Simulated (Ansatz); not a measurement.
```xyz
8

Ge    0.4891   -0.3045   -0.4403
F    -0.9302   -1.0365    2.3260
F     1.1487   -0.4861   -2.0274
F     0.3770    1.4041   -0.1553
O    -1.0573   -1.1219   -0.3866
H    -1.3099   -1.2021    0.5676
Br    2.0137   -1.1433    1.1038
H     0.0012   -1.2233    2.3454
```

The calculation used Ansatz 0.2.0, RKS PBE-D4/def2-SVP.

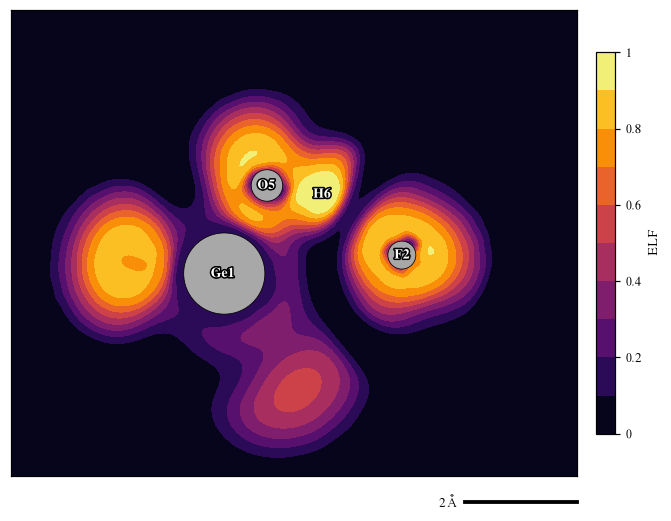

BrF2GeHO···HF. Electron localisation function on the plane of atoms Ge1, O5 and H6. Grey discs cover the atomic cores.

What do the fields say about this system?

Answer.
- The plane passes through Ge, F, O and H nuclei.
- F2···H6 (1.81 Å): the ELF dips to about 0.10 between them; by its geometry a hydrogen bond between the two molecules, with no shared pair.
- Ge–O (1.75 Å): the ELF peaks at about 0.80 in the valence shell of O, 0.6 Å from its nucleus, and is about 0.35 at the midpoint.
- O–H (0.99 Å): the ELF climbs to about 1 towards the hydrogen, as it does in any bond to H (a covalent bond by its length).
- The ELF also peaks beside F3, F2 and O5, away from the bonds: lone-pair regions.
